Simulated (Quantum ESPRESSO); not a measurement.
# GaP (F-43m): zone-centre phonons, part 2 of 2

Which modes does GaP (F-43m) have at the zone centre?

Quantum ESPRESSO 7.5; DFT LDA, scalar-relativistic, plane waves, PseudoDojo norm-conserving pseudopotentials.

So far, gap on the k-mesh (eV): step 2 (a first look) 1.50; step 3 (relaxation) 1.44. The relaxed cell has a = 5.387 Å (conventional setting).

## 5. Linear response at Γ

At q = 0 one unit cell holds all displacements; symmetry groups them into irreducible representations that are solved one by one. The response to a field gives ε∞ and the Born charges, which polar modes need.

ph.in

```
phonons
&INPUTPH
  prefix = 'x'
  outdir = './tmp'
  fildyn = 'g.dyn'
  tr2_ph = 1.0d-18
  epsil  = .true.
/
0.000000000000 0.000000000000 0.000000000000
```

Launch:

```
> OMP_NUM_THREADS=1 mpirun -n 4 ph.x -nk 4 -in ph.in > ph.out
```

Output:

```text
[banners, grids, parts of the stress and lines that vanish by symmetry left out]
[banner, memory and clock lines left out]
Program PHONON v.7.5

     ./tmp/x.save/

     IMPORTANT: XC functional enforced from input :
     Exchange-correlation= PW
                           (   1   4   0   0   0   0   0)
     Any further DFT definition will be discarded
     Please, verify this is what you really want

     G-vector sticks info

     Reading collected, re-writing distributed wavefunctions in ./tmp/

     Number and degeneracy of irreps per q-point
       N         xq(1)         xq(2)         xq(3)   N irreps
       1   0.000000000   0.000000000   0.000000000       2
        3   3

     Calculation of q =    0.0000000   0.0000000   0.0000000

     phonons

     bravais-lattice index     =            2
     lattice parameter (alat)  =      10.1806  a.u.
     unit-cell volume          =     263.7881 (a.u.)^3
     number of atoms/cell      =            2
     number of atomic types    =            2
     kinetic-energy cut-off    =      88.0000  Ry
     charge density cut-off    =     352.0000  Ry
     convergence threshold     =      1.0E-18
     beta                      =       0.7000
     number of iterations used =            4
     Exchange-correlation= PW
                           (   1   4   0   0   0   0   0)

     celldm(1)=   10.18056  celldm(2)=    0.00000  celldm(3)=    0.00000
     celldm(4)=    0.00000  celldm(5)=    0.00000  celldm(6)=    0.00000

     crystal axes: (cart. coord. in units of alat)
               a(1) = ( -0.5000  0.0000  0.5000 )
               a(2) = (  0.0000  0.5000  0.5000 )
               a(3) = ( -0.5000  0.5000  0.0000 )

     reciprocal axes: (cart. coord. in units 2 pi/alat)
               b(1) = ( -1.0000 -1.0000  1.0000 )
               b(2) = (  1.0000  1.0000  1.0000 )
               b(3) = ( -1.0000  1.0000 -1.0000 )

     Atoms inside the unit cell:

     Cartesian axes

     site n.  atom      mass           positions (alat units)
        1  Ga     69.7230   tau(    1) = (    0.00000    0.00000    0.00000  )
        2  P      30.9738   tau(    2) = (   -0.25000    0.25000    0.25000  )

     Computing dynamical matrix for
                    q = (   0.0000000   0.0000000   0.0000000 )

     25 Sym.Ops. (with q -> -q+G )

     G cutoff =  924.1157  (  29603 G-vectors)     FFT grid: ( 45, 45, 45)
     number of k points=    29
                       cart. coord. in units 2pi/alat
        k(    1) = (   0.0000000   0.0000000   0.0000000), wk =   0.0039062
        k(    2) = (  -0.1250000   0.1250000  -0.1250000), wk =   0.0312500
        k(    3) = (  -0.2500000   0.2500000  -0.2500000), wk =   0.0312500
        [... further k-points left out ...]

     PseudoPot. # 1 for Ga read from file:
     ./pseudo/Ga.upf
     Pseudo is Norm-conserving + core correction, Zval = 13.0
     Using radial grid of 1858 points,  6 beta functions with:
                l(1) =   0
                l(2) =   0
                l(3) =   1
                l(4) =   1
                l(5) =   2
                l(6) =   2

     PseudoPot. # 2 for P  read from file:
     ./pseudo/P.upf
     Pseudo is Norm-conserving + core correction, Zval =  5.0
     Using radial grid of 1298 points,  6 beta functions with:
                l(1) =   0
                l(2) =   0
                l(3) =   1
                l(4) =   1
                l(5) =   2
                l(6) =   2

     Mode symmetry, T_d (-43m)  point group:

     Electric field:
     Dielectric constant
     Born effective charges as d Force / d E

     Atomic displacements:
     There are    2 irreducible representations

     Representation     1      3 modes -  To be done

     Representation     2      3 modes -  To be done

     Alpha used in Ewald sum =   2.8000

     Electric Fields Calculation

      iter #   1   av.it.:   8.6
      thresh= 1.000E-02 alpha_mix =  0.700 |ddv_scf|^2 =  8.080E-08

      iter #   2   av.it.:  16.6
      thresh= 2.843E-05 alpha_mix =  0.700 |ddv_scf|^2 =  5.938E-09

      iter #   3   av.it.:  16.4
      thresh= 7.706E-06 alpha_mix =  0.700 |ddv_scf|^2 =  5.089E-11

      iter #   4   av.it.:  17.4
      thresh= 7.134E-07 alpha_mix =  0.700 |ddv_scf|^2 =  4.524E-12

      iter #   5   av.it.:  17.1
      thresh= 2.127E-07 alpha_mix =  0.700 |ddv_scf|^2 =  1.497E-13

      iter #   6   av.it.:  15.8
      thresh= 3.869E-08 alpha_mix =  0.700 |ddv_scf|^2 =  2.797E-15

      iter #   7   av.it.:  16.7
      thresh= 5.289E-09 alpha_mix =  0.700 |ddv_scf|^2 =  7.612E-17

      iter #   8   av.it.:  17.4
      thresh= 8.725E-10 alpha_mix =  0.700 |ddv_scf|^2 =  9.066E-20

     End of electric fields calculation

          Dielectric constant in cartesian axis

          (      11.587027039      -0.000000000       0.000000000 )
          (      -0.000000000      11.587027039       0.000000000 )
          (      -0.000000000       0.000000000      11.587027039 )

          Effective charges (d Force / dE) in cartesian axis without acoustic sum rule applied (asr)

           atom    1  Ga    Mean Z*:        2.04118
      Ex  (        2.04118       -0.00000        0.00000 )
      Ey  (        0.00000        2.04118        0.00000 )
      Ez  (       -0.00000       -0.00000        2.04118 )
           atom    2  P     Mean Z*:       -2.16044
      Ex  (       -2.16044       -0.00000        0.00000 )
      Ey  (       -0.00000       -2.16044        0.00000 )
      Ez  (        0.00000        0.00000       -2.16044 )

          Effective charges Sum: Mean:       -0.11926
             -0.11926       -0.00000        0.00000
             -0.00000       -0.11926        0.00000
              0.00000        0.00000       -0.11926

          Effective charges (d Force / dE) in cartesian axis with asr applied:
           atom    1  Ga    Mean Z*:        2.10081
      E*x (        2.10081       -0.00000       -0.00000 )
      E*y (        0.00000        2.10081       -0.00000 )
      E*z (       -0.00000       -0.00000        2.10081 )
           atom    2  P     Mean Z*:       -2.10081
      E*x (       -2.10081        0.00000        0.00000 )
      E*y (       -0.00000       -2.10081        0.00000 )
      E*z (        0.00000        0.00000       -2.10081 )

     Representation #   1 modes #   1   2   3

     Self-consistent Calculation

      iter #   1   av.it.:   7.8
      thresh= 1.000E-02 alpha_mix =  0.700 |ddv_scf|^2 =  4.598E-08

      iter #   2   av.it.:  16.7
      thresh= 2.144E-05 alpha_mix =  0.700 |ddv_scf|^2 =  3.744E-09

      iter #   3   av.it.:  16.7
      thresh= 6.119E-06 alpha_mix =  0.700 |ddv_scf|^2 =  6.051E-11

      iter #   4   av.it.:  17.3
      thresh= 7.779E-07 alpha_mix =  0.700 |ddv_scf|^2 =  6.737E-12

      iter #   5   av.it.:  17.2
      thresh= 2.596E-07 alpha_mix =  0.700 |ddv_scf|^2 =  2.457E-14

      iter #   6   av.it.:  16.8
      thresh= 1.567E-08 alpha_mix =  0.700 |ddv_scf|^2 =  1.746E-16

[...]
End of self-consistent calculation

     Convergence has been achieved

     Representation #   2 modes #   4   5   6

     Self-consistent Calculation

[...]
iter #   3   av.it.:  17.6
      thresh= 8.680E-05 alpha_mix =  0.700 |ddv_scf|^2 =  6.709E-10

      iter #   4   av.it.:  17.6
      thresh= 2.590E-06 alpha_mix =  0.700 |ddv_scf|^2 =  1.539E-11

      iter #   5   av.it.:  17.2
      thresh= 3.923E-07 alpha_mix =  0.700 |ddv_scf|^2 =  1.993E-13

      iter #   6   av.it.:  17.1
      thresh= 4.465E-08 alpha_mix =  0.700 |ddv_scf|^2 =  5.090E-15

      iter #   7   av.it.:  16.6
      thresh= 7.134E-09 alpha_mix =  0.700 |ddv_scf|^2 =  1.674E-16

      iter #   8   av.it.:  17.3
      thresh= 1.294E-09 alpha_mix =  0.700 |ddv_scf|^2 =  2.774E-18

      iter #   9   av.it.:  16.9
      thresh= 1.666E-10 alpha_mix =  0.700 |ddv_scf|^2 =  5.280E-20

     End of self-consistent calculation

     Convergence has been achieved

     Number of q in the star =    1
     List of q in the star:
          1   0.000000000   0.000000000   0.000000000

          Dielectric constant in cartesian axis

          (      11.587027039      -0.000000000       0.000000000 )
          (      -0.000000000      11.587027039       0.000000000 )
          (      -0.000000000       0.000000000      11.587027039 )

          Effective charges (d Force / dE) in cartesian axis without acoustic sum rule applied (asr)

           atom    1  Ga    Mean Z*:        2.04118
      Ex  (        2.04118       -0.00000        0.00000 )
      Ey  (        0.00000        2.04118        0.00000 )
      Ez  (       -0.00000       -0.00000        2.04118 )
           atom    2  P     Mean Z*:       -2.16044
      Ex  (       -2.16044       -0.00000        0.00000 )
      Ey  (       -0.00000       -2.16044        0.00000 )
      Ez  (        0.00000        0.00000       -2.16044 )

          Effective charges Sum: Mean:       -0.11926
             -0.11926       -0.00000        0.00000
             -0.00000       -0.11926        0.00000
              0.00000        0.00000       -0.11926

          Effective charges (d Force / dE) in cartesian axis with asr applied:
           atom    1  Ga    Mean Z*:        2.10081
      E*x (        2.10081       -0.00000       -0.00000 )
      E*y (        0.00000        2.10081       -0.00000 )
      E*z (       -0.00000       -0.00000        2.10081 )
           atom    2  P     Mean Z*:       -2.10081
      E*x (       -2.10081        0.00000        0.00000 )
      E*y (       -0.00000       -2.10081        0.00000 )
      E*z (        0.00000        0.00000       -2.10081 )

     Diagonalizing the dynamical matrix

     q = (    0.000000000   0.000000000   0.000000000 )

 **************************************************************************
     freq (    1) =       0.094257 [THz] =       3.144084 [cm-1]
     freq (    2) =       0.094257 [THz] =       3.144084 [cm-1]
     freq (    3) =       0.094257 [THz] =       3.144084 [cm-1]
     freq (    4) =      10.950761 [THz] =     365.278079 [cm-1]
     freq (    5) =      10.950761 [THz] =     365.278079 [cm-1]
     freq (    6) =      10.950761 [THz] =     365.278079 [cm-1]
 **************************************************************************

     Mode symmetry, T_d (-43m)  point group:

     freq (   1-   3) =          3.1  [cm-1]   --> T_2  G_15 P_4   I+R
     freq (   4-   6) =        365.3  [cm-1]   --> T_2  G_15 P_4   I+R
```

It took 3.5 min on 4 MPI ranks of Arm Neoverse V1, shared host; 14 min of CPU time.

This step gave:

| Item | Value |
| --- | --- |
| miss of the charge sum rule | 0.1193 e |
| largest acoustic frequency at the zone centre before the sum rule | 3.14 cm⁻¹ |
| highest optical zone-centre mode (no LO-TO term) | 365.3 cm⁻¹ |
| lowest optical zone-centre mode | 365.3 cm⁻¹ |
| mean high-frequency dielectric constant | 11.59 |
| largest Born charge in size (third of the trace) | 2.160 e |

Born charge (rows field, columns displacement), before the sum rule (e), principal values of the symmetric part by kind of site:

```csv
atom,atoms with these values,low,middle,high,mean
Ga1,1,2.04,2.04,2.04,2.04
P2,1,-2.16,-2.16,-2.16,-2.16
```

In full for Ga1:

```
2.04 0.00 0.00
0.00 2.04 0.00
0.00 0.00 2.04
```

High-frequency dielectric tensor:

```
11.59  0.00  0.00
 0.00 11.59  0.00
 0.00  0.00 11.59
```

The acoustic modes at Γ come out as far as 3.1 cm⁻¹ from zero, where they should vanish, a small numerical error; the Born charges miss their sum rule by 0.12 e, too much: mesh or cutoff is short for the field response.

## 6. Zone-centre analysis

A rigid shift of the crystal must cost nothing, but grids and finite bases break this; the acoustic sum rule is imposed before the matrix is diagonalised again. With Born charges the intensities follow, and the static dielectric tensor.

dynmat.in

```
&INPUT
  fildyn = 'g.dyn'
  asr    = 'simple'
  fileig = 'dynmat.eig'
  lperm  = .true.
/
```

Launch:

```
> dynmat.x -in dynmat.in > dynmat.out
```

Output:

```text
[banner, memory and clock lines left out]
Program DYNMAT v.7.5

     Reading Dynamical Matrix from file g.dyn
     ...Force constants read
     ...epsilon and Z* read
     A direction for q was not specified:TO-LO splitting will be absent

     Polarizability (A^3 units)
     multiply by 0.220799 for Clausius-Mossotti correction
        32.932348   -0.000000   -0.000000
        -0.000000   32.932348    0.000000
         0.000000    0.000000   32.932348

     IR activities are in (D/A)^2/amu units

# mode   [cm-1]    [THz]      IR
    1     -0.00   -0.0000    0.0000
    2      0.00    0.0000    0.0000
    3      0.00    0.0000    0.0000
    4    365.27   10.9506    4.7478
    5    365.27   10.9506    4.7478
    6    365.27   10.9506    4.7478

Electronic dielectric permittivity tensor (relative, adimensional)
        11.587027   -0.000000   -0.000000
        -0.000000   11.587027    0.000000
         0.000000    0.000000   11.587027

 ... with zone-center polar mode contributions
        13.528583   -0.000000   -0.000000
        -0.000000   13.528583    0.000000
        -0.000000    0.000000   13.528583
```

Run time: 0.45 s. Hardware: 1 thread.

Read from the output:

| Property | Result |
| --- | --- |
| mean static dielectric constant | 13.53 |

Unit eigenvectors of the mass-weighted matrix after the sum rule; no LO-TO term. The modes at Γ (shares of kinetic energy by element, %):

```
mode  frequency (cm⁻¹)  symmetry  Ga %  P %
   1               0.0  acoustic    69   31
   2               0.0  acoustic    69   31
   3               0.0  acoustic    69   31
   4             365.3        T2    31   69
   5             365.3        T2    31   69
   6             365.3        T2    31   69
```

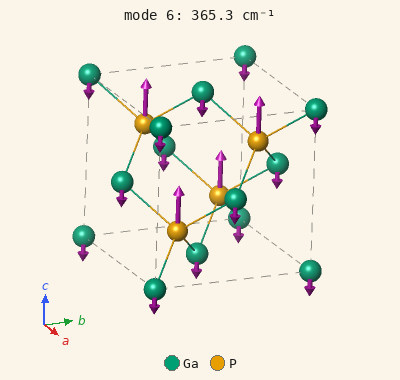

Displacement patterns of mode 6 at Γ; arrows are exaggerated. Bonds to atoms that aren't drawn are left out. Some periodic images of atoms are drawn too.

Degenerate modes summed, no LO-TO term. Infrared lines, with heights relative to the strongest:

```
position (cm⁻¹)  lines merged  label  IR intensity, relative
            365             3     T2                     100
```

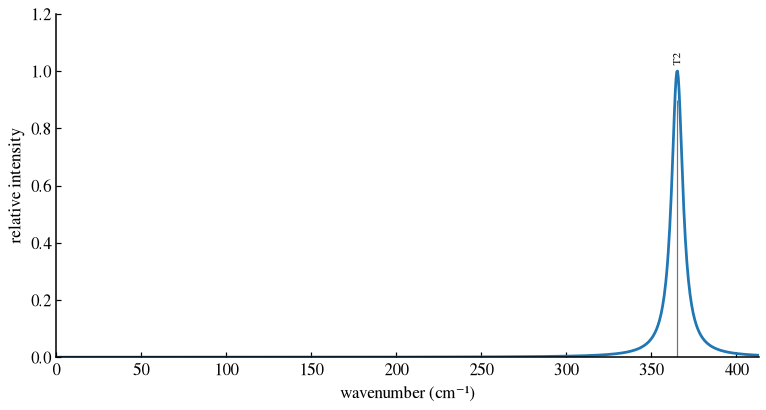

The infrared spectrum, broadened with Lorentzians of width 8 cm⁻¹; bars mark the lines.

Static dielectric tensor (ions relaxed, fixed cell):

```
13.53  0.00  0.00
 0.00 13.53  0.00
 0.00  0.00 13.53
```

The rule moves no optical mode by more than 0.1 cm⁻¹.

## 7. The LO-TO splitting (1 0 0)

A longitudinal polar mode sets up a macroscopic field that stiffens it; the term hangs on the direction from which q goes to zero.

dynmat.in

```
&INPUT
  fildyn = 'g.dyn'
  asr    = 'simple'
  fileig = 'dynmat.eig'
  q(1)   = 1.0
  q(2)   = 0.0
  q(3)   = 0.0
/
```

Launch:

```
> dynmat.x -in dynmat.in > dynmat.out
```

Output:

```text
[banner, memory and clock lines left out]
Program DYNMAT v.7.5

     Reading Dynamical Matrix from file g.dyn
     ...Force constants read
     ...epsilon and Z* read

     Polarizability (A^3 units)
     multiply by 0.220799 for Clausius-Mossotti correction
        32.932348   -0.000000   -0.000000
        -0.000000   32.932348    0.000000
         0.000000    0.000000   32.932348

     IR activities are in (D/A)^2/amu units

# mode   [cm-1]    [THz]      IR
    1     -0.00   -0.0000    0.0000
    2      0.00    0.0000    0.0000
    3      0.00    0.0000    0.0000
    4    365.27   10.9506    4.7478
    5    365.27   10.9506    4.7478
    6    394.69   11.8325    4.7478
```

Run time: 0.44 s. Hardware: 1 thread.

Numbers from this step:

| Quantity | Value |
| --- | --- |
| highest mode moved by the LO-TO term | 394.7 cm⁻¹ |

Zone-centre frequencies as printed; negative means imaginary. Modes:

```csv
mode,frequency (cm⁻¹)
1,0
2,0
3,0
4,365.3
5,365.3
6,394.7
```

The field moves one mode, from 365 to 395 cm⁻¹; the others stay.

## 8. Outcome

- space group after relaxation: F-43m
- volume per atom: 19.5 Å³
- gap on the k-mesh: 1.44 eV
- highest optical zone-centre mode (no LO-TO term): 365.3 cm⁻¹
- highest mode moved by the LO-TO term (probably not converged in the k mesh): 394.7 cm⁻¹
- mean high-frequency dielectric constant (probably not converged in the k mesh): 11.6
- largest Born charge in size (third of the trace) (probably not converged in the k mesh): 2.16 e
- mean static dielectric constant (probably not converged in the k mesh): 13.5
- imaginary optical modes at the zone centre (no q mesh in this session): none

**Reading.** At the LDA level the optical modes of GaP (F-43m) at the zone centre (no LO-TO term) lie at 365 cm⁻¹. Along the directions run, the highest mode that the macroscopic field moves lies at 395 cm⁻¹. Lattice motion raises the mean dielectric constant from 11.59 to 13.53. The Born charges miss their sum rule by 0.12 e, a sign that the k mesh or the cutoff is short for the field response. ε∞, the Born charges and what follows from them are probably not converged in the k mesh. The Lyddane-Sachs-Teller relation holds: (ωLO/ωTO)² is 1.17 and ε₀/ε∞ is 1.17. These are harmonic frequencies at zero temperature: anharmonic shifts and linewidths and thermal expansion are left out.

Comparison with the measured values:

```
                         quantity  measured  LDA PseudoDojo norm-conserving, Quantum ESPRESSO
   Raman mode, TO at Gamma (cm⁻¹)     367.3                                      365 (-0.5 %)
infrared mode, TO at Gamma (cm⁻¹)     366.3                                      365 (-0.3 %)
```

Measured values from arxiv:2105.06662 (2021).

Verdict: The Raman mode is off by -0.5 %: good agreement. The infrared mode is off by -0.3 %: good agreement. The grades are ours: good and fair within 3 and 7 % for the Raman mode and 3 and 7 % for the infrared mode. Zero-point motion and thermal expansion (measured at up to 300 K) are not in the computed Raman mode and infrared mode. Limits of convergence are named above.

[Host names and launcher messages were left out of these logs when they were recorded.]

[Logs are printed without paths, hosts, clocks, repeated set-up lines and the standing remarks that a program may print on its own settings, such as how far it seeks lower states.]

[Hosts, paths, dates, database ids (printed as entryN), source tags and the programs' standing remarks are cut or masked in the printed files.]
